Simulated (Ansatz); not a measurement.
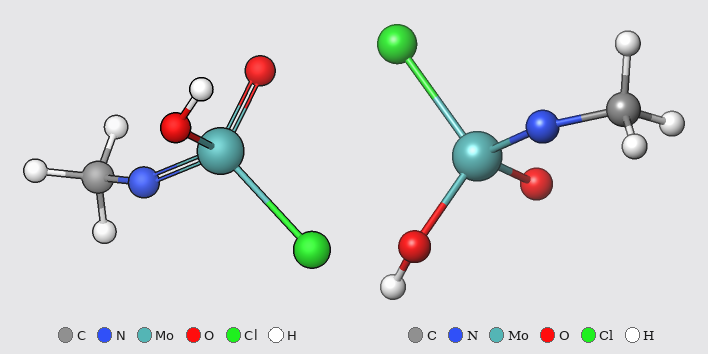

Two views of one molecule.

Charge 0, singlet.

Identify the structure.

Formula CH4ClMoNO2. SMILES: `C[N]=[Mo@@](=[O])([OH])[Cl]`. The point group is C1. Coordination: 1 C tetrahedral; 1 N bent; 1 Mo tetrahedral; 1 O bent.

More results for the same structure follow; atom numbers are the same in all pictures, views and colours differ. The computed structure is the end point of a PBE0-D4/def2-TZVP optimisation.

Dipole moment

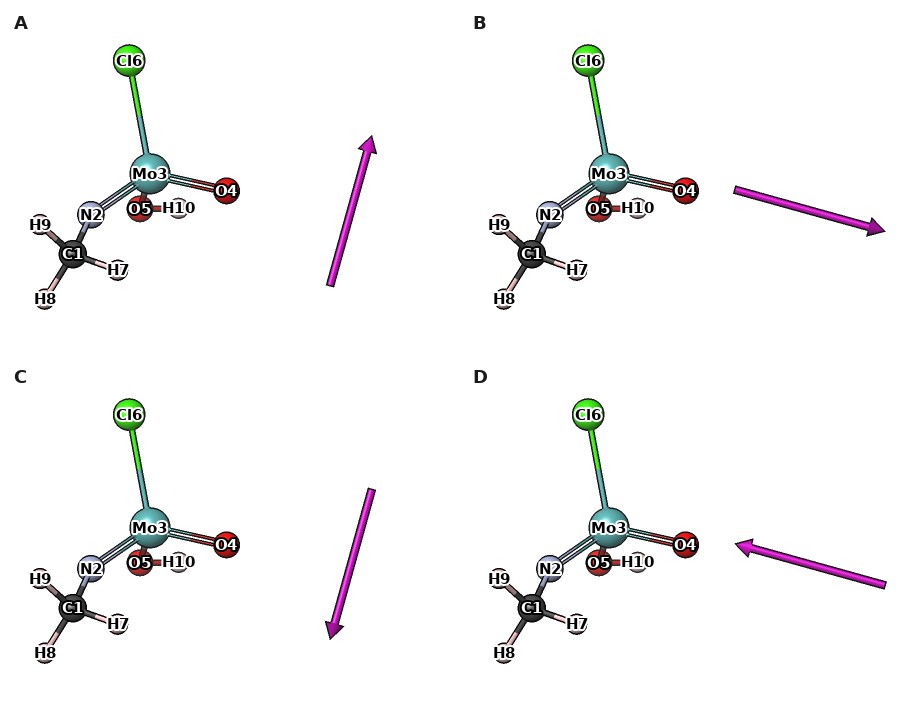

The same molecule four times, each with an arrow. Method: RKS PBE-D4/def2-TZVPP, core potentials on Mo (Ansatz 0.2.0).

Which arrow points along the dipole moment, from the negative to the positive end?

C. The dipole moment is 1.85 D; it points from the side of Cl6 to the side of H8 (the outermost atoms at the two ends).

Vibrations

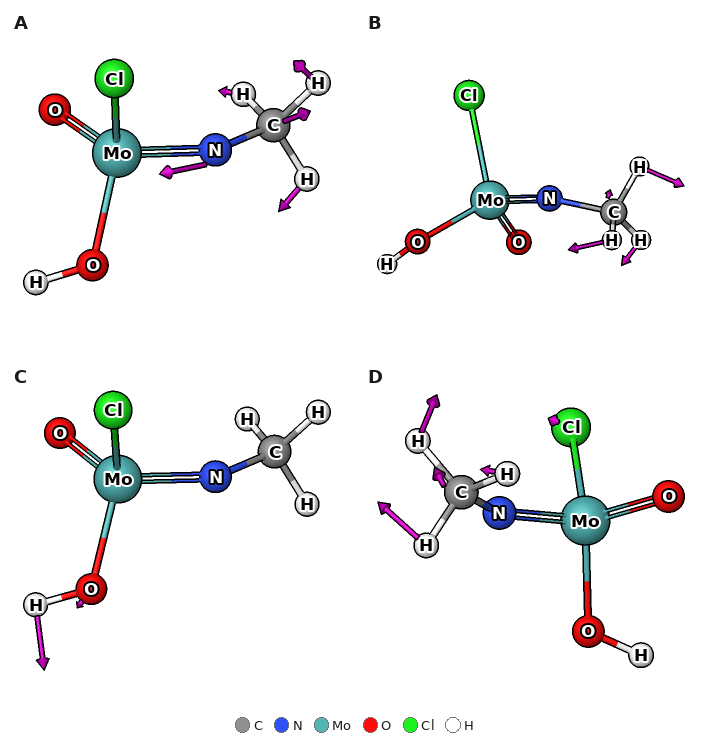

4 normal modes of one molecule or complex, as arrows. Harmonic vibrations computed with RKS PBE0-D4/def2-TZVP, core potentials on Mo (Ansatz 0.2.0) at a stationary point of the same level.

Match the panels to the wavenumbers 95 cm⁻¹, 735 cm⁻¹, 1093 cm⁻¹, 1337 cm⁻¹.

A: 1337 cm⁻¹
B: 1093 cm⁻¹, H–C–N bending
C: 735 cm⁻¹
D: 95 cm⁻¹, a torsion or out-of-plane motion in which bond lengths and bond angles hardly change

Levels of theory compared

Program: Ansatz 0.2.0.

At this fixed geometry, give HOMO–LUMO gap (eV), HOMO energy (eV) at these levels: BHLYP-D4/def2-TZVPP; CAM-B3LYP-D4/def2-TZVPP; HSE06 (plane-wave form)-D4/def2-TZVPP; r2SCAN-D4/def2-TZVPP; r2SCAN0-D4/def2-TZVPP; ωB97M-V/def2-TZVPP.

| level | HOMO–LUMO gap (eV) | HOMO energy (eV) |
| --- | --- | --- |
| BHLYP-D4/def2-TZVPP | 7.94 | −9.25 |
| CAM-B3LYP-D4/def2-TZVPP | 8.20 | −9.33 |
| HSE06 (plane-wave form)-D4/def2-TZVPP | 5.03 | −7.56 |
| r2SCAN-D4/def2-TZVPP | 4.04 | −6.88 |
| r2SCAN0-D4/def2-TZVPP | 6.02 | −8.17 |
| ωB97M-V/def2-TZVPP | 10.11 | −10.20 |
